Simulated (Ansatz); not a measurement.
Input file:

```
crystal:
  lattice:
    - [4.11705, 0.0, 0.0]
    - [-2.05853, 3.56547, 0.0]
    - [0.0, 0.0, 5.4458]
  atoms:
    - { symbol: Ni, position: [0.0, 0.0, 0.95775], spin: 1.0 }
    - { symbol: Mo, position: [0.66667, 0.33333, 0.96161], spin: 1.0 }
    - { symbol: Pd, position: [0.66667, 0.33333, 0.46295] }
    - { symbol: Ir, position: [0.33333, 0.66667, 0.72572], spin: 0.6 }
    - { symbol: W, position: [0.33333, 0.66667, 0.23642] }
hamiltonian:
  xc: r2scanh
  pseudopotentials: { kind: paw }
magnetization:
  spin_polarized: true
kpoints:
  mp_grid: { grid: [3, 3, 2] }
scf:
  occupations: { method: fermi_dirac, width: 0.05 }
output:
  forces: true
  stress: true
  eigenvalues: true
  write_density: true
  write_potential: true
  elf: true
  volumetric_format: npy
```

Command:

```sh
ansatz run input.yaml --threads 8 --pin off --max-ram 20480MiB --backend cpu --events-out ev --progress --plain --runs-dir out
```

Below, planes, directions and counts refer to the conventional cell (a = 4.12 Å, b = 4.12 Å, c = 5.45 Å, α = 90.00°, β = 90.00°, γ = 120.00°).

Space group P3m1; a generated structure, not necessarily the stable one; computed pressure about −7 GPa in this cell; spin-polarised.

All numbers below come from Kohn-Sham DFT of a periodic cell, r2SCANh, Ansatz PAW in Ansatz 0.2.0.

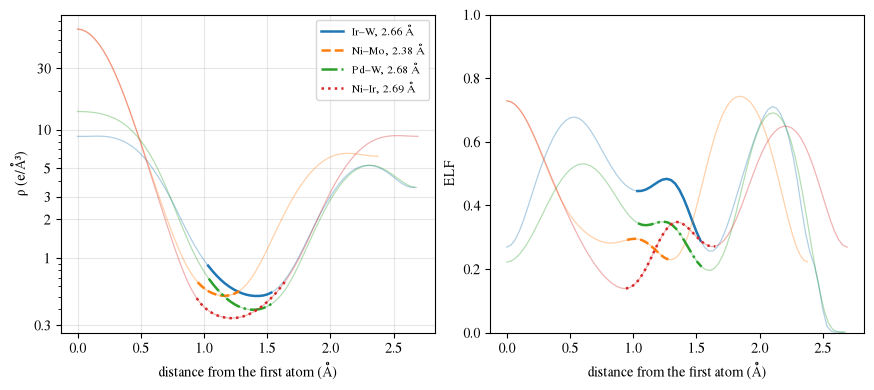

NiMoIrPdW. Valence electron density and electron localisation function along straight lines between neighbouring atoms. Thin, pale parts lie inside the atomic spheres.

Core electrons are frozen (PAW), and the valence fields are smoothed inside the atomic spheres.

Question: Compare the contacts.

Answer: Ir–W (2.66 Å): the density is about 0.52 e/Å³ at the midpoint; the ELF is about 0.45 at the midpoint.
Ni–Mo (2.38 Å): ρ is about 0.51 e/Å³ halfway; the ELF is about 0.25 at the midpoint (no localised pair shows between them).
Pd–W (2.68 Å): ρ at the midpoint is about 0.4 e/Å³; the ELF is about 0.35 at the midpoint.
Ni–Ir (2.69 Å): ρ is about 0.36 e/Å³ halfway; the ELF is about 0.35 at the midpoint.
